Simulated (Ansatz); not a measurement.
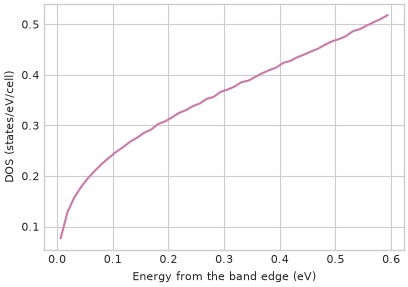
*Density of states of SiC (F-43m) below the valence band maximum, Ansatz (a first-principles code) with PBEsol, rigid bands; cell volume 20.7 Å³.*

### Question
What effective density of states at 300 K does this give (∫ g(E) exp(−E/k_BT) dE, both spins, divided by the cell's size)?

### Answer
1.6e20 cm⁻³, a density-of-states mass of 3.4 mₑ, valleys and band degeneracy included.

Spin-orbit coupling is left out; where it splits the top of the valence band, N_v and the p-type Seebeck coefficient come out somewhat high without it. Geometry: cell and atoms relaxed with PBEsol.
